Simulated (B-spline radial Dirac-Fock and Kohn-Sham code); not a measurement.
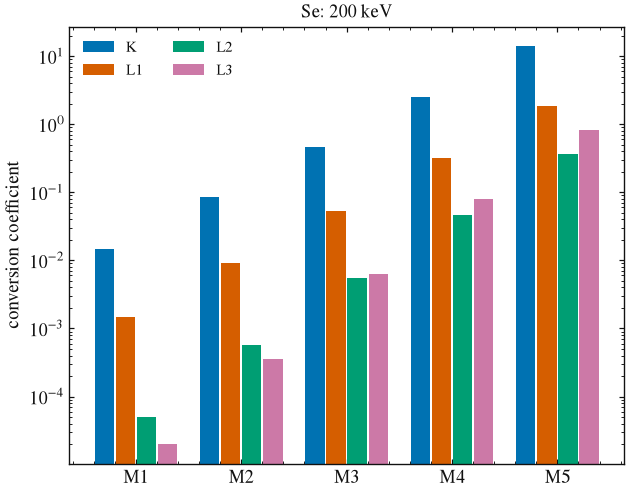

**Figure.** Internal conversion coefficients by shell for magnetic multipoles at a transition energy of 200 keV (K and L shells). It refers to selenium (Z = 34). Level of theory: a Dirac–Hartree–Slater potential of the neutral atom, no hole, surface-current nucleus; calculated with a B-spline radial code.

The shells shown sum to 0.0160 (M1), 0.0949 (M2), 0.530 (M3), 2.97 (M4), 16.9 (M5). The largest bar is K for M1, K for M2, K for M3, K for M4, K for M5.
